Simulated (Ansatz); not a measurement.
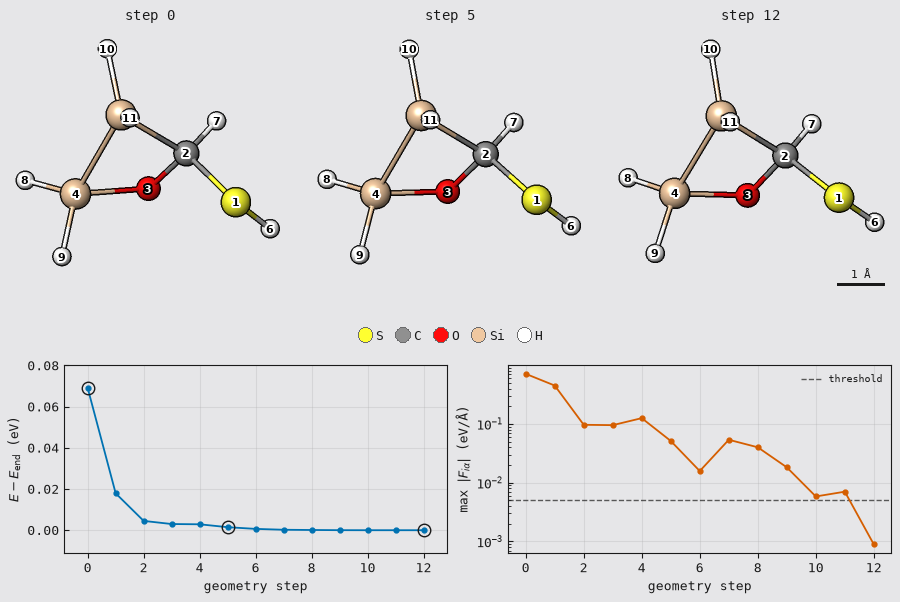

Frames of a relaxation of CH6OSSi2, marked on the history of the run. A ball-and-stick model, seen from a free direction.

The start comes from PBE-D4/def2-SVP.

Level of theory: RKS PBE0-D4/def2-TZVP (Ansatz).

The input:
```yaml
crystal:
  periodic: [false, false, false]
  atoms:
    - {symbol: S, position_ang: [-0.719690, 2.146992, -0.149287]}
    - {symbol: C, position_ang: [0.481398, 0.819171, 0.254392]}
    - {symbol: O, position_ang: [0.054138, -0.051704, 1.317818]}
    - {symbol: Si, position_ang: [-0.613027, -1.440722, 0.538979]}
    - {symbol: Si, position_ang: [0.526920, -0.443595, -1.244652]}
    - {symbol: H, position_ang: [-0.689618, 2.753694, 1.074216]}
    - {symbol: H, position_ang: [1.448814, 1.279619, 0.543117]}
    - {symbol: H, position_ang: [-0.114007, -2.693092, 1.204417]}
    - {symbol: H, position_ang: [-2.118054, -1.476465, 0.518438]}
    - {symbol: H, position_ang: [1.919177, -0.952387, -1.504785]}
    - {symbol: H, position_ang: [-0.110651, 0.001489, -2.532254]}
basis:
  gaussian: {orbitals: def2-TZVP}
hamiltonian: {xc: pbe0, dispersion: d4}
relax: {f_tol: 0.005, max_steps: 150}
```

Launched with:
```bash
ansatz run in.yaml --threads 4 --pin off --events-out ev --progress --plain --max-ram 10444MiB
```

Q: What happens along the run?

A: The largest move after the best rigid fit is that of O3, 0.18 Å. By element the largest moves are O 0.18 Å, H 0.17 Å, S 0.12 Å, C 0.05 Å, Si 0.03 Å. Some distances before and after: O3–Si4 1.727 → 1.680 Å, S1–C2 1.835 → 1.799 Å, C2–Si5 1.961 → 1.938 Å, S1–H6 1.366 → 1.346 Å. Bond angles that change, for instance: Si4–Si5–H10 116.0° → 118.8°, C2–Si5–H11 117.0° → 115.0°. Over 12 geometry steps the energy falls by 0.069 eV. The largest force component goes from 0.72 to 0.00089 eV/Å. Cost: 59 s on 4 threads of Arm Neoverse V1 (shared host). From step 0 to 5: O3 moves most (0.09 Å), energy −0.068 eV. From step 5 to 12: H atoms move most (0.10 Å), energy −0.001 eV.

| step | E − E(0), eV | largest force component, eV/Å |
| --- | --- | --- |
| 0 | 0.0000 | 0.7155 |
| 1 | -0.0511 | 0.4521 |
| 2 | -0.0645 | 0.0971 |
| 3 | -0.0660 | 0.0957 |
| 4 | -0.0662 | 0.1260 |
| 5 | -0.0676 | 0.0515 |
| 6 | -0.0684 | 0.0158 |
| 7 | -0.0688 | 0.0540 |
| 8 | -0.0689 | 0.0402 |
| 9 | -0.0690 | 0.0183 |
| 10 | -0.0690 | 0.0058 |
| 11 | -0.0690 | 0.0070 |
| 12 | -0.0690 | 0.0009 |
